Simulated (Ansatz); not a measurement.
# Calculations on CH2BrF

### Relaxation

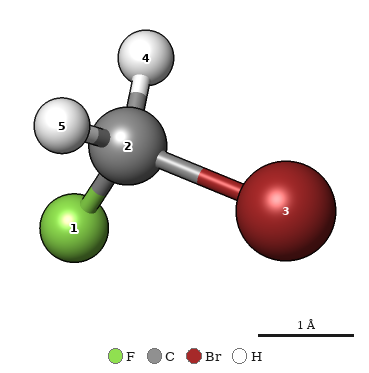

This is the input geometry for a relaxation of CH2BrF (coarse preliminary run). The picture is a ball-and-stick view, seen at a tilt.

These are results of Ansatz 0.2.0, RKS PBE-D4/def2-SVP, not measurements.

The input:
```yaml
crystal:
  periodic: [false, false, false]
  atoms:
    - {symbol: F, position_ang: [0.706700, 1.139100, 0.160500]}
    - {symbol: C, position_ang: [0.119900, -0.061900, 0.075800]}
    - {symbol: Br, position_ang: [-1.605900, -0.004200, -0.863000]}
    - {symbol: H, position_ang: [0.873400, -0.700900, -0.483000]}
    - {symbol: H, position_ang: [-0.044200, -0.445800, 1.068300]}
basis:
  gaussian: {orbitals: def2-SVP}
hamiltonian: {xc: pbe, dispersion: d4}
relax: {f_tol: 0.03, max_steps: 250}
```

> Where does the relaxation end?

The optimiser took 4 steps. The atom that moves furthest after the best rigid fit is H4 (0.069 Å). Largest moves by element: H 0.069 Å, F 0.046 Å, Br 0.043 Å, C 0.037 Å. Some distances before and after: C2–H5 1.077 → 1.108 Å, C2–H4 1.135 → 1.108 Å, F1–C2 1.339 → 1.355 Å. Among the angles between lasting bonds that change: F1–C2–H4 104.2° → 110.5°, Br3–C2–H4 111.4° → 106.1°, Br3–C2–H5 108.5° → 106.2°. The run took about 5 core-seconds on a shared host.

The structure at the end:

```xyz
5

F     0.6982    1.1840    0.1667
C     0.1563   -0.0543    0.0780
Br   -1.5652   -0.0177   -0.8652
H     0.8144   -0.7256   -0.5088
H    -0.0537   -0.4600    1.0879
```

After the run, drawn alike:

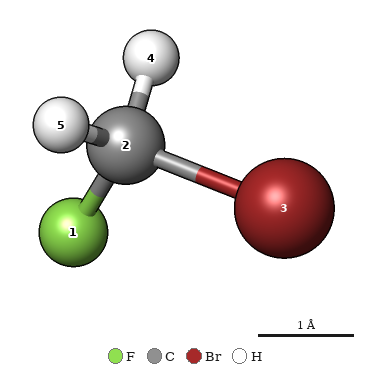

### Relaxation

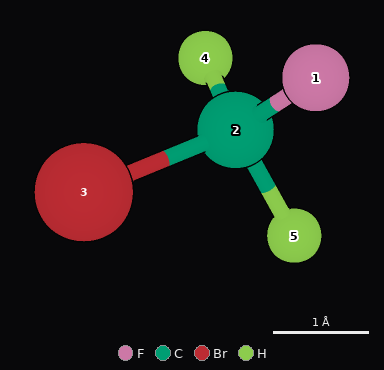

This is the input geometry for a constrained relaxation of CH₂BrF. Style: ball-and-stick. Shown from a free direction.

Theory: Ansatz, RKS PBE0-D4/def2-TZVP.

Input file:
```yaml
crystal:
  periodic: [false, false, false]
  atoms:
    - {symbol: F, position_ang: [0.686867, 1.170676, 0.162973]}
    - {symbol: C, position_ang: [0.149967, -0.066714, 0.076580]}
    - {symbol: Br, position_ang: [-1.544924, -0.012546, -0.855151]}
    - {symbol: H, position_ang: [0.807725, -0.713598, -0.500416]}
    - {symbol: H, position_ang: [-0.109724, -0.567110, 1.374420]}
basis:
  gaussian: {orbitals: def2-TZVP}
hamiltonian: {xc: pbe0, dispersion: d4}
relax: {f_tol: 0.005, max_steps: 200, constraints: [{distance: [1, 4]}]}
```

**Where does the constrained relaxation end?**

The energy falls by 1.49 kJ/mol in 4 accepted moves (5 points after the start). Largest force component: 0.49 eV/Å at the start, 0.002 eV/Å at the end. The line search rejected the trial step at point 3 of the run. H4 moves most after the best rigid fit: 0.031 Å. By element the largest moves are H 0.031 Å, C 0.022 Å, F 0.013 Å, Br 0.009 Å. Among the contacts that change: C2–Br3 1.935 → 1.919 Å, F1–C2 1.352 → 1.338 Å. The run took about 20 core-seconds on a shared host.

History of the run:

```json
{"step": "0", "E − E(0), kJ/mol": "0.00", "largest force component, eV/Å": "0.4911", "note": ""}
{"step": "1", "E − E(0), kJ/mol": "-0.90", "largest force component, eV/Å": "0.2598", "note": ""}
{"step": "2", "E − E(0), kJ/mol": "-1.42", "largest force component, eV/Å": "0.1753", "note": ""}
{"step": "3", "E − E(0), kJ/mol": "-1.38", "largest force component, eV/Å": "0.2291", "note": "rejected"}
{"step": "4", "E − E(0), kJ/mol": "-1.48", "largest force component, eV/Å": "0.0126", "note": ""}
{"step": "5", "E − E(0), kJ/mol": "-1.49", "largest force component, eV/Å": "0.0020", "note": ""}
```

The structure at the end:

```xyz
5

F     0.6755    1.1669    0.1666
C     0.1408   -0.0551    0.0607
Br   -1.5448   -0.0039   -0.8545
H     0.8087   -0.7267   -0.4725
H    -0.0903   -0.5706    1.3581
```

### Scan

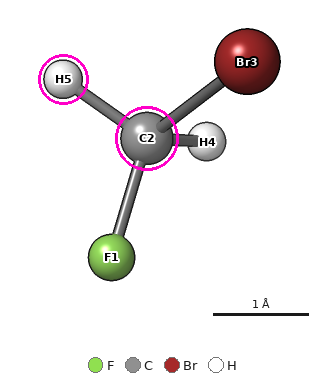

Energy scan for CH2BrF, in which the C2–H5 distance is varied, with all other coordinates relaxed. The picture shows the minimum geometry. The ringed atoms are those of the scanned coordinate. Style: ball-and-stick. Shown from a free direction.

Computed with Ansatz: CCSD(T), basis def2-TZVPP, on geometries relaxed under the constraint at PBE0-D4/def2-TZVP. Coupled cluster with a frozen core. Energies are counted from the PBE0-D4/def2-TZVP minimum geometry at the same level.

Input
```yaml
crystal:
  periodic: [false, false, false]
  atoms:
    - {symbol: F, position_ang: [0.686867, 1.170676, 0.162973]}
    - {symbol: C, position_ang: [0.149967, -0.066714, 0.076580]}
    - {symbol: Br, position_ang: [-1.544924, -0.012546, -0.855151]}
    - {symbol: H, position_ang: [0.807725, -0.713598, -0.500416]}
    - {symbol: H, position_ang: [-0.049735, -0.451517, 1.074615]}
basis:
  gaussian: {orbitals: def2-TZVPP}
correlation: {method: ccsd_t}
```

### What energies does the calculation give (the distance: 0.936, 0.968, 1.015, 1.070, 1.088, 1.130, 1.196, 1.265, 1.338, 1.415 Å)?

```tsv
distance (Å)	relative energy (eV)
0.936	0.514
0.968	0.296
1.015	0.096
1.070	0.004
1.088	0.000
1.130	0.032
1.196	0.170
1.265	0.393
1.338	0.683
1.415	1.019
```

Of the computed points the lowest is at the distance 1.088 Å, 0.000 eV. The curvature at the lowest point is about 34 eV/Å² (5.4 mdyn/Å). The well is steeper on the short side, as for any bond.

The computed profile:

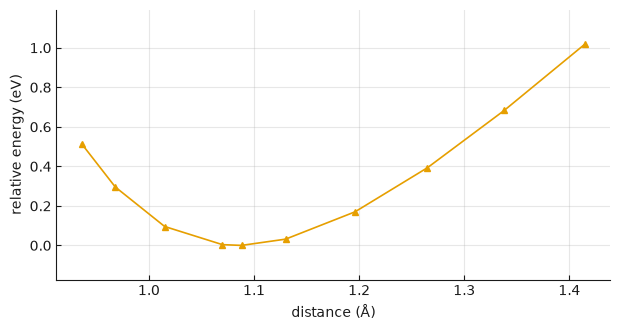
